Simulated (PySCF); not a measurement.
# C3H5FO3: the cost of one run

Programs: PySCF 2.14.0, with routines of our own; each step states its level. All values are computed. Atoms count from 0.

### 1 The starting structure

12 atoms, charge 0, multiplicity 1; geometry from: GFN2-xTB.

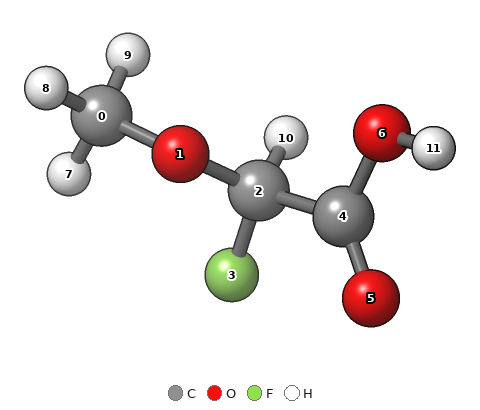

The starting geometry (carbon grey, oxygen red, fluorine green, hydrogen white).

### 2 Relaxing the molecule at PBE0/def2-SVP

The job: settings as JSON, then the geometry in Å.

```
{"job": {"xc": "PBE0", "basis": "def2-SVP", "grid": 1, "kind": "geom"}, "charge": 0, "multiplicity": 1}
C     -1.764164     0.881144     0.039756
O     -0.479817     0.509584     0.517910
C      0.090278    -0.531860    -0.157775
F     -0.602751    -1.702937     0.061893
C      1.534835    -0.700323     0.341744
O      1.943217    -1.607338     0.998797
O      2.273142     0.321432    -0.080159
H     -2.474869     0.059401     0.154731
H     -2.074091     1.726255     0.648687
H     -1.712535     1.176908    -1.013058
H      0.087105    -0.387824    -1.255869
H      3.180848     0.254873     0.261446
```

Launch:

```
$ OMP_NUM_THREADS=1 python excited_run.py task.json out
```

The driver reads the jobs from task.json and runs them one after another.

Q: Estimate the wall time and peak memory of this first job on 1 thread of Arm Neoverse V1, shared host.

About 39 s, with a peak of 0.54 GiB.
